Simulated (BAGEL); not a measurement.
**CHBClN (SMILES N#CBCl): HF/3-21G (density fitting with qzvpp-jkfit)**

Aim: the vertical ionisation energy of CHBClN at HF/3-21G (density fitting with qzvpp-jkfit), from 2 runs. 

The results are computed with BAGEL 1.2.2.

5 further runs of the same task are left out: 4 that didn't finish, 1 set aside as unsound or not needed. Runs told in other sessions of the task aren't counted.

### 1 Starting point

CHBClN has 5 atoms, charge 0, and is taken as a singlet. As SMILES, `N#CBCl`. The shape is that of a PBE0-D4/def2-TZVP optimisation.

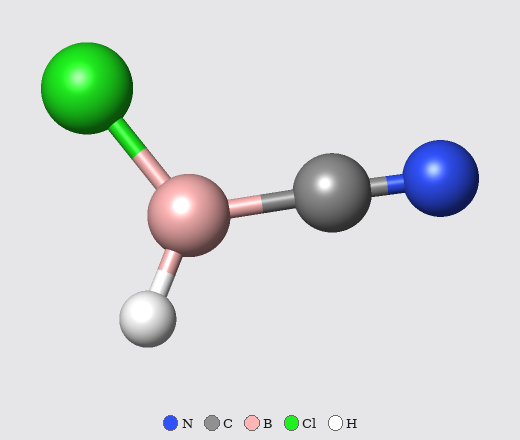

The structure, seen from a chosen angle (nitrogen blue, carbon grey, boron pink, chlorine green, hydrogen white).

### 2 A single-point energy at HF/3-21G (density fitting with qzvpp-jkfit)

Input file calc.json:

```json
{ "bagel" : [

{
  "title" : "molecule",
  "basis" : "3-21g",
  "df_basis" : "qzvpp-jkfit",
  "angstrom" : "true",
  "geometry" : [
    { "atom" : "N", "xyz" : [       1.053200,      -1.411100,       1.218200 ] },
    { "atom" : "C", "xyz" : [       0.513400,      -0.630900,       0.564200 ] },
    { "atom" : "B", "xyz" : [      -0.176600,       0.429700,      -0.293300 ] },
    { "atom" : "Cl", "xyz" : [      -1.594500,       0.005200,      -1.176200 ] },
    { "atom" : "H", "xyz" : [       0.254400,       1.533500,      -0.354200 ] }
  ]
},

{
  "title" : "hf"
},

{
  "title" : "print",
  "file" : "orbitals.molden",
  "orbitals" : "true"
}

]}
```

Started as:

```sh
$ BAGEL_NUM_THREADS=1 BAGEL calc.json > calc.out
```

The program printed:

```text
* using 1 threads per process

  ===============================================================
  ===============================================================

  *** Geometry ***

  { "atom" : "N", "xyz" : [      1.990260,     -2.666593,      2.302064 ] },
  { "atom" : "C", "xyz" : [      0.970185,     -1.192228,      1.066183 ] },
  { "atom" : "B", "xyz" : [     -0.333726,      0.812015,     -0.554257 ] },
  { "atom" : "Cl", "xyz" : [     -3.013168,      0.009827,     -2.222696 ] },
  { "atom" : "H", "xyz" : [      0.480746,      2.897895,     -0.669341 ] },

  Number of auxiliary basis functions:      373

  Since a DF basis is specified, we compute 2- and 3-index integrals:
    o Being stored without compression. Storage requirement is 0.005 GB

  Number of basis functions:       42
  Number of electrons      :       36

    * METHOD: MOLECULE                             0.09

  *** RHF ***

  === Nuclear Repulsion ===
   106.5108968829

      * DIIS with orbital gradients will be used.

  === RHF iteration (3-21g) ===
      0       -574.11549382          0.02855904           0.02
      1       -574.16137850          0.02656216           0.02
      2       -574.24342950          0.00251649           0.01
      3       -574.24504830          0.00071389           0.02
      4       -574.24519581          0.00021279           0.01
      5       -574.24521801          0.00010507           0.01
      6       -574.24522422          0.00005514           0.02
      7       -574.24522621          0.00002349           0.02
      8       -574.24522660          0.00000532           0.02
      9       -574.24522661          0.00000297           0.02
     10       -574.24522661          0.00000099           0.02
     11       -574.24522661          0.00000023           0.02
     12       -574.24522661          0.00000009           0.02
     13       -574.24522661          0.00000004           0.02
     14       -574.24522661          0.00000002           0.02
     15       -574.24522661          0.00000001           0.02
     16       -574.24522661          0.00000001           0.02
    * SCF iteration converged.

    * Permanent dipole moment:
           (    0.044270,    -0.799640,     0.301936) a.u.

    * METHOD: HF                                   0.35

    * METHOD: PRINT                                0.01

  ===============================================================
```

It took 0.58 s on 1 thread of Arm Neoverse V1, shared host.

### 3 The doublet cation, same level

Input file calc.json:

```json
{ "bagel": [

{
  "title": "molecule",
  "basis": "3-21g",
  "df_basis": "qzvpp-jkfit",
  "angstrom": true,
  "geometry": [
    { "atom": "N", "xyz": [    1.053200,   -1.411100,    1.218200 ] },
    { "atom": "C", "xyz": [    0.513400,   -0.630900,    0.564200 ] },
    { "atom": "B", "xyz": [   -0.176600,    0.429700,   -0.293300 ] },
    { "atom": "Cl", "xyz": [   -1.594500,    0.005200,   -1.176200 ] },
    { "atom": "H", "xyz": [    0.254400,    1.533500,   -0.354200 ] }
  ]
},
{ "title": "uhf", "charge": 1, "nopen": 1 },
{ "title": "print", "file": "orbitals.molden", "orbitals": true }

]}
```

Started as:

```sh
$ BAGEL_NUM_THREADS=1 BAGEL calc.json > calc.out
```

The program printed:

```text
* using 1 threads per process

  ===============================================================
  ===============================================================

  *** Geometry ***

  { "atom" : "N", "xyz" : [      1.990260,     -2.666593,      2.302064 ] },
  { "atom" : "C", "xyz" : [      0.970185,     -1.192228,      1.066183 ] },
  { "atom" : "B", "xyz" : [     -0.333726,      0.812015,     -0.554257 ] },
  { "atom" : "Cl", "xyz" : [     -3.013168,      0.009827,     -2.222696 ] },
  { "atom" : "H", "xyz" : [      0.480746,      2.897895,     -0.669341 ] },

  Number of auxiliary basis functions:      373

  Since a DF basis is specified, we compute 2- and 3-index integrals:
    o Being stored without compression. Storage requirement is 0.005 GB

  Number of basis functions:       42
  Number of electrons      :       36

    * METHOD: MOLECULE                             0.09

  *** Open-shell HF ***

  === Nuclear Repulsion ===
   106.5108968829

      * DIIS with orbital gradients will be used.

  === UHF iteration (3-21g) ===
      0       -573.58984672          0.06409691           0.03
      1       -573.58599676          0.07667843           0.03
      2       -573.53440242          0.09485488           0.03
      3       -573.78479235          0.00852772           0.03
      4       -573.79847909          0.00534911           0.03
      5       -573.80959840          0.00281977           0.03
      6       -573.81244174          0.00156861           0.03
      7       -573.81364530          0.00069496           0.03
      8       -573.81392334          0.00045486           0.03
      9       -573.81401986          0.00031813           0.03
     10       -573.81407147          0.00020544           0.03
     11       -573.81412389          0.00009124           0.03
     12       -573.81414018          0.00002797           0.03
     13       -573.81414803          0.00001044           0.03
     14       -573.81415444          0.00000606           0.03
     15       -573.81415848          0.00000584           0.03
     16       -573.81416097          0.00000598           0.03
     17       -573.81416117          0.00000597           0.03
     18       -573.81416081          0.00000600           0.03
     19       -573.81416280          0.00000597           0.03
     20       -573.81416740          0.00000608           0.03
     21       -573.81417166          0.00000622           0.03
     22       -573.81415867          0.00000611           0.03
     23       -573.81420038          0.00000708           0.03
     24       -573.81417940          0.00000620           0.03
     25       -573.81415486          0.00000660           0.03
     26       -573.81430507          0.00005401           0.03
     27       -573.81430506          0.00005677           0.03
     28       -573.81430236          0.00005499           0.03
     29       -573.81429916          0.00005299           0.03
     30       -573.81414037          0.00001726           0.03
     31       -573.81414211          0.00002246           0.03
     32       -573.81420131          0.00000808           0.03
     33       -573.81431628          0.00006030           0.03
     34       -573.81433049          0.00008885           0.03
     35       -573.81431616          0.00005667           0.03
     36       -573.81428514          0.00001456           0.03
     37       -573.81432953          0.00003242           0.03
     38       -573.81435046          0.00002508           0.03
     39       -573.81434489          0.00003544           0.03
     40       -573.81435363          0.00001904           0.03
     41       -573.81435237          0.00000790           0.03
     42       -573.81435363          0.00000251           0.03
     43       -573.81435367          0.00000035           0.03
     44       -573.81435369          0.00000019           0.03
     45       -573.81435369          0.00000011           0.03
     46       -573.81435369          0.00000011           0.03
     47       -573.81435369          0.00000009           0.03
     48       -573.81435369          0.00000006           0.03
     49       -573.81435369          0.00000004           0.03
     50       -573.81435369          0.00000004           0.03
     51       -573.81435369          0.00000004           0.03
     52       -573.81435369          0.00000004           0.03
     53       -573.81435369          0.00000003           0.03
     54       -573.81435369          0.00000003           0.03
     55       -573.81435369          0.00000002           0.03
     56       -573.81435369          0.00000002           0.03
     57       -573.81435369          0.00000001           0.03
     58       -573.81435369          0.00000001           0.03
     59       -573.81435369          0.00000001           0.03
     60       -573.81435369          0.00000001           0.03
     61       -573.81435369          0.00000001           0.03
    * SCF iteration converged.

    * S^2 (UHF) is 0.8035

    * Permanent dipole moment:
           (    1.004823,    -1.285742,     1.161279) a.u.

    * METHOD: UHF                                  2.02

    * METHOD: PRINT                                0.01

  ===============================================================
```

Wall time 2.2 s (1 thread of Arm Neoverse V1, shared host).

### 4 Outcome

Level: HF/3-21G (density fitting with qzvpp-jkfit).

```
                                          quantity          value
                      singlet CHBClN: total energy  -574.24523 Eh
                     singlet CHBClN: dipole moment         2.18 D
                       singlet CHBClN: HOMO energy      -13.09 eV
                       singlet CHBClN: LUMO energy        0.52 eV
                     singlet CHBClN: HOMO–LUMO gap       13.62 eV
                      doublet cation: total energy  -573.81435 Eh
                              doublet cation: ⟨S²⟩          0.803
vertical ionisation energy (to the doublet cation)      11.725 eV
```

In words: Removing an electron at fixed nuclei costs 11.72 eV (1131 kJ/mol). −ε(HOMO) before ionisation, 13.09 eV, is 1.37 eV above this ionisation energy.
